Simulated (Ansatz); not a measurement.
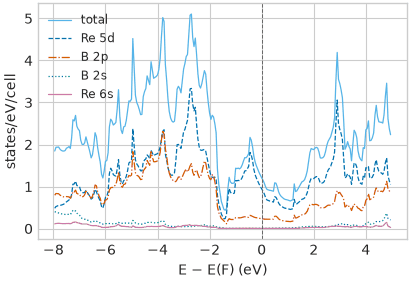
Fig. 1. Total and projected density of states of ReB2 in space group P6_3/mmc (No. 194; Re on 2c, B on 4f), DFT-r²SCAN in the program Ansatz with PAW potentials

Which orbitals carry the states next to the Fermi level?

Within 0.5 eV of the Fermi level: Re 5d 79 %, B 2p 19 %. Projections are on Löwdin-orthogonalised atomic valence shells; empty p or d shells of many metals are not among them.

Where is the tallest occupied peak in this window, and what makes it?

Near -2.7 eV, about 5.1 states/eV per cell; the largest projected share is Re 5d.

The workflow started from a Materials Project entry (that database holds measured and hypothetical structures alike); the Crystallography Open Database files this formula in space group No. 194, but the cells were not matched. Its standing as an ambient phase is unchecked. The cell was relaxed with r²SCAN under the symmetry of its start; whether a distortion lowers the energy is not shown. No spin polarisation was allowed. Spin–orbit coupling is left out wherever it is not named.

Potentials: the later of the program's two PAW sets.
